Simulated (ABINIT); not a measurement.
**SnSe (Pnma): zone-centre phonons**

Which modes does SnSe (Pnma) have at the zone centre?

Main program and level: ABINIT 10.8.3; DFT LDA, scalar-relativistic, plane waves, HGH norm-conserving pseudopotentials.

The database entry behind the starting cell differs from later determinations by our own check (an axis about 0.9 % long against later determinations), so it need not match the best structure at ambient conditions.

## (1) The structure

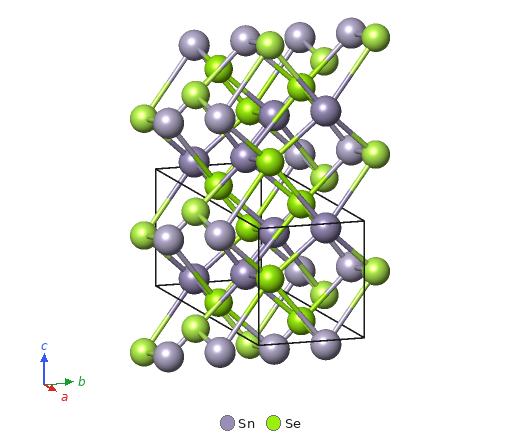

The cell as given, slightly off an axis (tin purple, selenium green). 1×1×2 cells are drawn. Some periodic images of atoms are drawn too.

## (2) A first look

A first run with smearing and empty bands tells whether the crystal has a gap, which decides between fixed occupations and smearing later on.

probe.abi reads:

```
# ground state
tolvrs 1.0d-08
prtden 1
prtwf 1

# basis, mesh and filling
ecut 20.0
ixc 7
ngkpt 2 4 4
nshiftk 1
shiftk 0.0 0.0 0.0
istwfk *1
occopt 7
tsmear 0.005
nband 29
nstep 100
diemac 9.0
prtebands 0
prtgsr 0
useylm 1

# cell and atoms
acell 3*1.0 Angstrom
rprim 
    11.57 0.0 0.0
    0.0 4.19 0.0
    0.0 0.0 4.46
ntypat 2
znucl 50 34
natom 8
typat 1 1 1 1 2 2 2 2
xred 
    0.1180000000 0.25 0.1030000000
    0.8820000000 0.75 0.8970000000
    0.3820000000 0.75 0.6030000000
    0.6180000000 0.25 0.3970000000
    0.8550000000 0.25 0.4790000000
    0.1450000000 0.75 0.5210000000
    0.6450000000 0.75 0.9790000000
    0.3550000000 0.25 0.0210000000
pp_dirpath "./pseudo"
pseudos "Sn.hgh, Se.hgh"
```

On the command line:

```
$ OMP_NUM_THREADS=1 mpirun -n 16 abinit probe.abi > probe.log
```

Numbers of over 12 decimals in the logs are rounded to 6 here.

probe.abo, the main output file:

```text
[banners, grids, parts of the stress and lines that vanish by symmetry left out]
- input  file    -> probe.abi
- output file    -> probe.abo
- root for input  files -> probei
[...]
Symmetries : space group Pn m a (# 62); Bravais oP (primitive ortho.)
[...]
mpw =        6272          nfft =      103680          nkpt =          18
[...]
== DATASET  1 ==================================================================
[...]
-    --> not optimal distribution: autoparal keyword recommended in input file <--
[...]
cutoff_energies: {ecut:  20.0, pawecutdg:  -1.0, }
[...]
Exchange-correlation functional for the present dataset will be:
  LDA: Perdew-Wang 92 LSD fit to Ceperley-Alder data - ixc=7
[...]
ETOT  1  -52.300794573630    -5.230E+01 1.158E-02 1.722E+02
 ETOT  2  -52.367653374441    -6.686E-02 1.775E-03 3.312E+01
 ETOT  3  -52.378708799868    -1.106E-02 6.621E-04 1.262E+00
 ETOT  4  -52.379160307077    -4.515E-04 2.187E-04 9.204E-03
 ETOT  5  -52.379162521075    -2.214E-06 1.408E-04 1.593E-04
 ETOT  6  -52.379162558270    -3.720E-08 4.909E-05 2.830E-06
 ETOT  7  -52.379162558831    -5.614E-10 5.031E-05 3.541E-08
 ETOT  8  -52.379162558840    -9.237E-12 2.233E-05 1.785E-09
 At SCF step    8       vres2   =  1.78E-09 < tolvrs=  1.00E-08 =>converged.
[...]
sigma(1 1)=  1.15226365E-04  sigma(3 2)=  0.00000000E+00
  sigma(2 2)=  1.38795289E-04  sigma(3 1)=  0.00000000E+00
  sigma(3 3)=  1.45878815E-04  sigma(2 1)=  0.00000000E+00
[...]
convergence: {deltae: -9.237E-12, res2:  1.785E-09, residm:  2.233E-05, diffor: null, }
etotal    :  -5.23791626E+01
[...]
sigma(1 1)=  1.15226365E-04  sigma(3 2)=  0.00000000E+00
  sigma(2 2)=  1.38795289E-04  sigma(3 1)=  0.00000000E+00
  sigma(3 3)=  1.45878815E-04  sigma(2 1)=  0.00000000E+00
[...]
- sigma(1 1)=  3.39007670E+00  sigma(3 2)=  0.00000000E+00
- sigma(2 2)=  4.08349838E+00  sigma(3 1)=  0.00000000E+00
- sigma(3 3)=  4.29190291E+00  sigma(2 1)=  0.00000000E+00
[...]
fcart      4.4183781159E-03 -0.0000000000E+00  3.2486198399E-03
           strten      1.1522636492E-04  1.3879528871E-04  1.4587881486E-04
================================================================================

[key lines of the parts left out:]
pressure_GPa:  -3.9218E+00
```

It took 13 s on 16 MPI ranks of Arm Neoverse V1, shared host.

Numbers from this step:

```
volume per atom   : 27.03 Å³
pressure          : -3.922 GPa
gap on the k-mesh : 0.8931 eV
```

A gap of 0.89 eV opens on this mesh, so the crystal is taken as an insulator; the printed pressure holds the stress of the finite basis too.

## (3) Relaxing the cell and atoms

The harmonic expansion needs vanishing forces, and a free crystal bears no stress, so cell and atoms are brought to rest. Stress is more sensitive to the basis than forces are: the last 3 Ha under the cutoff are smoothed with ecutsm, and the cutoff is raised above that of the later runs.

relax.abi reads:

```
# relaxation
ionmov 2
optcell 2
dilatmx 1.08
ntime 40
tolmxf 1.0d-05
tolvrs 1.0d-14
prtwf 0
prtden 0
chksymtnons 0

# basis, mesh and filling
ecut 26.0
ecutsm 3.0
ixc 7
ngkpt 2 6 6
nshiftk 1
shiftk 0.0 0.0 0.0
istwfk *1
occopt 1
nband 20
nstep 100
diemac 9.0
prtebands 0
prtgsr 0
useylm 1

# cell and atoms
acell 3*1.0 Angstrom
rprim 
    11.57 0.0 0.0
    0.0 4.19 0.0
    0.0 0.0 4.46
ntypat 2
znucl 50 34
natom 8
typat 1 1 1 1 2 2 2 2
xred 
    0.1180000000 0.25 0.1030000000
    0.8820000000 0.75 0.8970000000
    0.3820000000 0.75 0.6030000000
    0.6180000000 0.25 0.3970000000
    0.8550000000 0.25 0.4790000000
    0.1450000000 0.75 0.5210000000
    0.6450000000 0.75 0.9790000000
    0.3550000000 0.25 0.0210000000
pp_dirpath "./pseudo"
pseudos "Sn.hgh, Se.hgh"
```

On the command line:

```
$ OMP_NUM_THREADS=1 mpirun -n 16 abinit relax.abi > relax.log
```

relax.abo, the main output file:

```text
[banners, grids, parts of the stress and lines that vanish by symmetry left out]
- input  file    -> relax.abi
- output file    -> relax.abo
- root for input  files -> relaxi
[...]
Symmetries : space group Pn m a (# 62); Bravais oP (primitive ortho.)
[...]
mpw =       11700          nfft =      216000          nkpt =          32
[...]
== DATASET  1 ==================================================================
[...]
cutoff_energies: {ecut:  26.0, pawecutdg:  -1.0, }
[...]
Exchange-correlation functional for the present dataset will be:
  LDA: Perdew-Wang 92 LSD fit to Ceperley-Alder data - ixc=7
[...]
ETOT  1  -52.269749453471    -5.227E+01 4.381E-02 3.129E+02
 ETOT  2  -52.379268104724    -1.095E-01 5.788E-04 3.366E+01
 ETOT  3  -52.384438964474    -5.171E-03 2.987E-04 2.827E+00
 ETOT  4  -52.384944067152    -5.051E-04 3.537E-05 3.916E-02
 ETOT  5  -52.384954542903    -1.048E-05 1.424E-05 5.942E-04
[...]
At SCF step   21       vres2   =  1.79E-15 < tolvrs=  1.00E-14 =>converged.
[...]
sigma(1 1)=  9.33533073E-05  sigma(3 2)=  0.00000000E+00
  sigma(2 2)=  1.12287495E-04  sigma(3 1)=  0.00000000E+00
  sigma(3 3)=  1.05926115E-04  sigma(2 1)=  0.00000000E+00
[...]
convergence: {deltae: -9.379E-13, res2:  1.789E-15, residm:  1.477E-15, diffor: null, }
etotal    :  -5.23849561E+01
[...]
ETOT  1  -52.385946996260    -5.239E+01 3.595E+00 3.682E+00
[...]
At SCF step   15       vres2   =  1.84E-15 < tolvrs=  1.00E-14 =>converged.
[...]
sigma(1 1)=  7.70842078E-05  sigma(3 2)=  0.00000000E+00
  sigma(2 2)=  9.56888018E-05  sigma(3 1)=  0.00000000E+00
  sigma(3 3)=  8.90683918E-05  sigma(2 1)=  0.00000000E+00
[...]
convergence: {deltae:  4.903E-13, res2:  1.844E-15, residm:  2.265E-16, diffor: null, }
etotal    :  -5.23863988E+01
[...]
ETOT  1  -52.379779408023    -5.238E+01 9.457E+03 8.315E+01
[...]
At SCF step   15       vres2   =  2.80E-15 < tolvrs=  1.00E-14 =>converged.
[...]
sigma(1 1)= -9.33151196E-06  sigma(3 2)=  0.00000000E+00
  sigma(2 2)=  2.49907964E-06  sigma(3 1)=  0.00000000E+00
  sigma(3 3)= -2.61691595E-06  sigma(2 1)=  0.00000000E+00
[...]
convergence: {deltae: -1.208E-13, res2:  2.799E-15, residm:  2.104E-15, diffor: null, }
etotal    :  -5.23893655E+01
[...]
ETOT  1  -52.389391637139    -5.239E+01 4.754E-07 2.554E-01
[...]
At SCF step   13       vres2   =  4.14E-15 < tolvrs=  1.00E-14 =>converged.
[...]
sigma(1 1)= -1.25325862E-06  sigma(3 2)=  0.00000000E+00
  sigma(2 2)=  8.98578183E-06  sigma(3 1)=  0.00000000E+00
  sigma(3 3)=  4.19253611E-06  sigma(2 1)=  0.00000000E+00
[...]
convergence: {deltae: -4.974E-14, res2:  4.136E-15, residm:  3.011E-16, diffor: null, }
etotal    :  -5.23894161E+01
[...]
ETOT  1  -52.389465415071    -5.239E+01 8.296E-07 1.136E-01
[...]
sigma(1 1)=  5.94517350E-06  sigma(3 2)=  0.00000000E+00
  sigma(2 2)=  1.14861796E-05  sigma(3 1)=  0.00000000E+00
[...]
convergence: {deltae: -7.816E-14, res2:  1.308E-15, residm:  1.789E-17, diffor: null, }
etotal    :  -5.23894800E+01
[...]
ETOT  1  -52.389375707918    -5.239E+01 2.301E+01 1.327E+00
[...]
convergence: {deltae:  2.274E-13, res2:  5.650E-15, residm:  2.523E-16, diffor: null, }
etotal    :  -5.23895955E+01
[...]
ETOT  1  -52.389381471447    -5.239E+01 1.080E+00 1.751E+00
[...]
convergence: {deltae: -4.263E-13, res2:  5.592E-15, residm:  4.805E-16, diffor: null, }
etotal    :  -5.23896589E+01
[...]
ETOT  1  -52.389573507554    -5.239E+01 3.417E-01 7.380E-01
[...]
convergence: {deltae:  2.771E-13, res2:  5.810E-15, residm:  1.438E-16, diffor: null, }
etotal    :  -5.23896838E+01
[...]
ETOT  1  -52.389668745427    -5.239E+01 2.333E-03 1.987E-01
[...]
convergence: {deltae:  3.695E-13, res2:  9.795E-16, residm:  3.258E-17, diffor: null, }
etotal    :  -5.23896974E+01
[...]
ETOT  1  -52.389687362629    -5.239E+01 2.650E-03 1.683E-01
[...]
convergence: {deltae: -1.080E-12, res2:  2.153E-16, residm:  7.153E-17, diffor: null, }
etotal    :  -5.23897128E+01
[...]
convergence: {deltae:  4.761E-13, res2:  8.377E-15, residm:  4.662E-16, diffor: null, }
etotal    :  -5.23897236E+01
[...]
convergence: {deltae: -1.101E-12, res2:  5.344E-15, residm:  1.495E-16, diffor: null, }
etotal    :  -5.23897279E+01
[...]
convergence: {deltae:  7.816E-14, res2:  8.835E-15, residm:  1.177E-15, diffor: null, }
etotal    :  -5.23897290E+01
[...]
convergence: {deltae:  6.679E-13, res2:  5.236E-15, residm:  2.180E-17, diffor: null, }
etotal    :  -5.23897409E+01
[...]
convergence: {deltae:  4.974E-13, res2:  2.833E-15, residm:  4.294E-16, diffor: null, }
etotal    :  -5.23897420E+01
[...]
convergence: {deltae:  7.461E-13, res2:  3.426E-15, residm:  1.442E-16, diffor: null, }
etotal    :  -5.23897422E+01
[...]
ETOT  1  -52.389742089977    -5.239E+01 7.829E-08 2.103E-03
[...]
convergence: {deltae: -4.903E-13, res2:  9.688E-15, residm:  1.447E-16, diffor: null, }
etotal    :  -5.23897423E+01
[...]
ETOT  1  -52.389742272898    -5.239E+01 8.986E-07 4.394E-04
[...]
convergence: {deltae:  4.903E-13, res2:  3.305E-15, residm:  2.057E-17, diffor: null, }
etotal    :  -5.23897423E+01
[...]
ETOT  1  -52.389742290073    -5.239E+01 1.548E-09 3.362E-04
[...]
convergence: {deltae:  6.679E-13, res2:  3.699E-15, residm:  8.041E-17, diffor: null, }
etotal    :  -5.23897423E+01
[...]
ETOT  1  -52.389742239113    -5.239E+01 1.604E-08 1.293E-03
[...]
convergence: {deltae:  6.466E-13, res2:  6.912E-16, residm:  2.208E-16, diffor: null, }
etotal    :  -5.23897423E+01
[...]
ETOT  1  -52.389742210465    -5.239E+01 3.288E-08 2.063E-03
[...]
At SCF step   10       vres2   =  2.30E-15 < tolvrs=  1.00E-14 =>converged.
[...]
sigma(2 2)= -1.08001933E-07  sigma(3 1)=  0.00000000E+00
  sigma(3 3)= -1.28036267E-07  sigma(2 1)=  0.00000000E+00
[...]
convergence: {deltae: -6.963E-13, res2:  2.298E-15, residm:  2.697E-16, diffor: null, }
etotal    :  -5.23897424E+01
[...]
ETOT  1  -52.389742305696    -5.239E+01 3.931E-09 1.116E-03
[...]
ETOT  9  -52.389742392037    -5.471E-13 5.581E-15 3.144E-14
 ETOT 10  -52.389742392037     4.263E-13 9.255E-16 9.629E-15
 At SCF step   10       vres2   =  9.63E-15 < tolvrs=  1.00E-14 =>converged.
[...]
sigma(1 1)= -8.23895940E-08  sigma(3 2)=  0.00000000E+00
  sigma(2 2)= -9.31524560E-08  sigma(3 1)=  0.00000000E+00
  sigma(3 3)= -5.30353401E-08  sigma(2 1)=  0.00000000E+00
[...]
convergence: {deltae:  4.263E-13, res2:  9.629E-15, residm:  9.255E-16, diffor: null, }
etotal    :  -5.23897424E+01
[...]
At Broyd/MD step  38, gradients are converged :
[...]
sigma(1 1)= -8.23895940E-08  sigma(3 2)=  0.00000000E+00
  sigma(2 2)= -9.31524560E-08  sigma(3 1)=  0.00000000E+00
  sigma(3 3)= -5.30353401E-08  sigma(2 1)=  0.00000000E+00
[...]
- sigma(1 1)= -2.42398554E-03  sigma(3 2)=  0.00000000E+00
- sigma(2 2)= -2.74063988E-03  sigma(3 1)=  0.00000000E+00
- sigma(3 3)= -1.56035358E-03  sigma(2 1)=  0.00000000E+00
[...]
fcart     -8.9357906287E-06 -0.0000000000E+00 -1.7677891798E-06
           strten     -8.2389594035E-08 -9.3152456024E-08 -5.3035340146E-08
================================================================================

[key lines of the parts left out:]
pressure_GPa:   2.2417E-03
Total energy (etotal) [Ha]= -5.23897423920370E+01
```

The job ended after 16 min (16 MPI ranks; 4.3 h of CPU time).

The steps of the relaxation (22 of 38):

```
step  energy less that of the first step (eV)  largest force (eV/Å)  volume (Å³)
   1                                   0.0000                0.2696       216.21
   3                                  -0.1200                0.1267       204.68
   5                                  -0.1231                0.0703       205.41
   6                                  -0.1262                0.0270       204.97
   8                                  -0.1286                0.0242       203.32
  10                                  -0.1294                0.0159       202.59
  12                                  -0.1298                0.0124       202.62
  13                                  -0.1299                0.0114       202.71
  15                                  -0.1300                0.0092       202.83
  17                                  -0.1301                0.0087       202.73
  19                                  -0.1301                0.0071       202.63
  20                                  -0.1301                0.0065       202.60
  22                                  -0.1301                0.0060       202.52
  24                                  -0.1302                0.0042       202.59
  26                                  -0.1302                0.0026       202.64
  27                                  -0.1302                0.0027       202.65
  29                                  -0.1302                0.0027       202.67
  31                                  -0.1302                0.0029       202.64
  33                                  -0.1302                0.0011       202.58
  34                                  -0.1302                0.0012       202.58
  36                                  -0.1302                0.0011       202.58
  38                                  -0.1302                0.0005       202.59
```

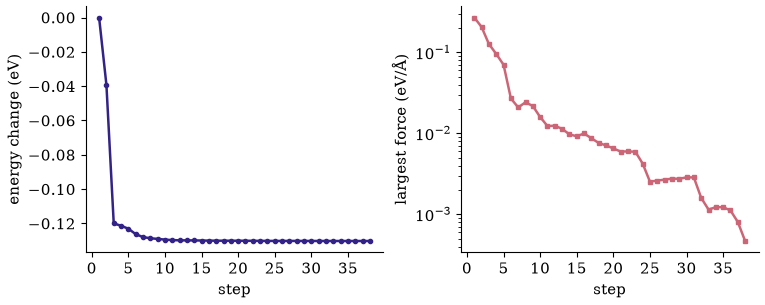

Energy and largest force along the relaxation.

```
conventional cell, symmetrised  before   after  change
                         a (Å)  11.570  11.344  -2.0 %
                         b (Å)   4.190   4.103  -2.1 %
                         c (Å)   4.460   4.352  -2.4 %
              volume (Å³/atom)   27.03   25.32  -6.3 %
```

The atoms that moved most (Å, as changes of fractional coordinates times the final cell):

```
atom      dx     dy      dz  length
 Se7  -0.020  0.000   0.001   0.020
 Se5   0.020  0.000   0.001   0.020
 Se8   0.020  0.000  -0.001   0.020
 Se6  -0.020  0.000  -0.001   0.020
 Sn1   0.001  0.000  -0.015   0.015
 Sn3  -0.001  0.000  -0.015   0.015
 Sn2  -0.001  0.000   0.015   0.015
 Sn4   0.001  0.000   0.015   0.015
```

The relaxed structure:

```cif
data_structure
_symmetry_space_group_name_H-M 'P 1'
_symmetry_Int_Tables_number 1
_cell_length_a 11.3435
_cell_length_b 4.1034
_cell_length_c 4.3524
_cell_angle_alpha 90.000
_cell_angle_beta 90.000
_cell_angle_gamma 90.000
_cell_volume 202.59
loop_
_atom_site_label
_atom_site_type_symbol
_atom_site_fract_x
_atom_site_fract_y
_atom_site_fract_z
_atom_site_occupancy
Sn1 Sn 0.11809 0.25000 0.09946 1
Sn2 Sn 0.88191 0.75000 0.90054 1
Sn3 Sn 0.38191 0.75000 0.59946 1
Sn4 Sn 0.61809 0.25000 0.40054 1
Se5 Se 0.85672 0.25000 0.47918 1
Se6 Se 0.14328 0.75000 0.52082 1
Se7 Se 0.64328 0.75000 0.97918 1
Se8 Se 0.35672 0.25000 0.02082 1
```

Numbers from this step:

| Item | Value |
| --- | --- |
| volume per atom | 25.32 Å³ |
| pressure | 0.002242 GPa |

The volume changes by -6.3 % in this run and stands -6.3 % from the first cell.

## (4) Ground state

The response is built on these wavefunctions, so the potential is converged far more tightly than an energy would need. The mesh is shifted off Γ, since shifted meshes converge sums over the zone faster.

gs.abi reads:

```
# ground state
tolvrs 1.0d-16
prtden 1
prtwf 1

# basis, mesh and filling
ecut 20.0
ixc 7
ngkpt 2 6 6
nshiftk 1
shiftk 0.5 0.5 0.5
istwfk *1
occopt 1
nband 20
nstep 100
diemac 9.0
prtebands 0
prtgsr 0
useylm 1

# cell and atoms
acell 3*1.0 Angstrom
rprim 
    11.34351524 0.0 0.0
    0.0 4.103362001 0.0
    0.0 0.0 4.352363945
ntypat 2
znucl 50 34
natom 8
typat 1 1 1 1 2 2 2 2
xred 
    0.1180926143 0.25 0.0994597563
    0.8819073857 0.75 0.9005402437
    0.3819073857 0.75 0.5994597563
    0.6180926143 0.25 0.4005402437
    0.8567225818 0.25 0.4791790328
    0.1432774182 0.75 0.5208209672
    0.6432774182 0.75 0.9791790328
    0.3567225818 0.25 0.0208209672
pp_dirpath "./pseudo"
pseudos "Sn.hgh, Se.hgh"
```

On the command line:

```
$ OMP_NUM_THREADS=1 mpirun -n 16 abinit gs.abi > gs.log
```

gs.abo, the main output file:

```text
[banners, grids, parts of the stress and lines that vanish by symmetry left out]
- input  file    -> gs.abi
- output file    -> gs.abo
- root for input  files -> gsi
[...]
Symmetries : space group Pn m a (# 62); Bravais oP (primitive ortho.)
[...]
mpw =        5853          nfft =      103680          nkpt =           9
[...]
== DATASET  1 ==================================================================
[...]
-    --> not optimal distribution: autoparal keyword recommended in input file <--
[...]
cutoff_energies: {ecut:  20.0, pawecutdg:  -1.0, }
[...]
Exchange-correlation functional for the present dataset will be:
  LDA: Perdew-Wang 92 LSD fit to Ceperley-Alder data - ixc=7
[...]
ETOT  1  -52.281307336397    -5.228E+01 2.443E-02 1.192E+02
 ETOT  2  -52.381534283550    -1.002E-01 2.595E-04 8.724E+00
 ETOT  3  -52.383943909726    -2.410E-03 4.297E-05 8.141E-01
 ETOT  4  -52.384230745652    -2.868E-04 3.860E-06 1.930E-02
 ETOT  5  -52.384236591138    -5.845E-06 2.611E-07 1.895E-04
[...]
ETOT 14  -52.384236726108    -1.869E-12 6.032E-17 5.711E-16
 ETOT 15  -52.384236726107     6.466E-13 6.401E-18 6.044E-18
 At SCF step   15       vres2   =  6.04E-18 < tolvrs=  1.00E-16 =>converged.
[...]
sigma(1 1)=  4.29563559E-05  sigma(3 2)=  0.00000000E+00
  sigma(2 2)=  2.91262336E-05  sigma(3 1)=  0.00000000E+00
  sigma(3 3)=  2.59584285E-05  sigma(2 1)=  0.00000000E+00
[...]
convergence: {deltae:  6.466E-13, res2:  6.044E-18, residm:  6.401E-18, diffor: null, }
etotal    :  -5.23842367E+01
[...]
sigma(1 1)=  4.29563559E-05  sigma(3 2)=  0.00000000E+00
  sigma(2 2)=  2.91262336E-05  sigma(3 1)=  0.00000000E+00
  sigma(3 3)=  2.59584285E-05  sigma(2 1)=  0.00000000E+00
[...]
- sigma(1 1)=  1.26381962E+00  sigma(3 2)=  0.00000000E+00
- sigma(2 2)=  8.56923379E-01  sigma(3 1)=  0.00000000E+00
- sigma(3 3)=  7.63723335E-01  sigma(2 1)=  0.00000000E+00
[...]
fcart     -8.7401900208E-04 -0.0000000000E+00 -4.6976629966E-04
           strten      4.2956355870E-05  2.9126233634E-05  2.5958428535E-05
================================================================================

[key lines of the parts left out:]
pressure_GPa:  -9.6149E-01
```

Elapsed: 7.8 s, on 16 MPI ranks.

Numbers from this step:

```
pressure : -0.9615 GPa
```

The cell stands at -0.96 GPa: the relaxation ran with a smoothed and higher cutoff and on another k mesh.

## (5) The gap at rest

Empty bands on the ground state's density check that the gap assumed so far is there in this cell.

gap.abi reads:

```
# empty bands on the ground state's density
iscf -2
getden_filepath "gso_DEN"
tolwfr 1.0d-12
nbdbuf 2
prtwf 0

# basis, mesh and filling
ecut 20.0
ixc 7
ngkpt 2 6 6
nshiftk 1
shiftk 0.0 0.0 0.0
istwfk *1
occopt 1
nband 24
nstep 100
diemac 9.0
prtebands 0
prtgsr 0
useylm 1

# cell and atoms
acell 3*1.0 Angstrom
rprim 
    11.34351524 0.0 0.0
    0.0 4.103362001 0.0
    0.0 0.0 4.352363945
ntypat 2
znucl 50 34
natom 8
typat 1 1 1 1 2 2 2 2
xred 
    0.1180926143 0.25 0.0994597563
    0.8819073857 0.75 0.9005402437
    0.3819073857 0.75 0.5994597563
    0.6180926143 0.25 0.4005402437
    0.8567225818 0.25 0.4791790328
    0.1432774182 0.75 0.5208209672
    0.6432774182 0.75 0.9791790328
    0.3567225818 0.25 0.0208209672
pp_dirpath "./pseudo"
pseudos "Sn.hgh, Se.hgh"
```

On the command line:

```
$ OMP_NUM_THREADS=1 mpirun -n 16 abinit gap.abi > gap.log
```

gap.abo, the main output file:

```text
[banners, grids, parts of the stress and lines that vanish by symmetry left out]
- input  file    -> gap.abi
- output file    -> gap.abo
- root for input  files -> gapi
[...]
Symmetries : space group Pn m a (# 62); Bravais oP (primitive ortho.)
[...]
mpw =        5876          nfft =      103680          nkpt =          32
[...]
== DATASET  1 ==================================================================
[...]
cutoff_energies: {ecut:  20.0, pawecutdg:  -1.0, }
[...]
Exchange-correlation functional for the present dataset will be:
  LDA: Perdew-Wang 92 LSD fit to Ceperley-Alder data - ixc=7
[...]
-outvars: echo values of variables after computation
            acell      1.8897261259E+00  1.8897261259E+00  1.8897261259E+00 Bohr
================================================================================
```

It took 10 s on 16 MPI ranks; 2.7 min of CPU time.

Numbers from this step:

* gap on the k-mesh: 0.3867 eV

In this cell the gap on the mesh is 0.39 eV, indirect (smallest direct 0.58 eV), so fixed occupations hold.

[end of part 1 of 2]

[Host names and launcher messages were left out of these logs when they were recorded.]

[Logs are printed without paths, hosts, clocks, repeated set-up lines and the standing remarks that a program may print on its own settings, such as how far it seeks lower states.]

[Hosts, paths, dates, database ids (printed as entryN), source tags and the programs' standing remarks are cut or masked in the printed files.]
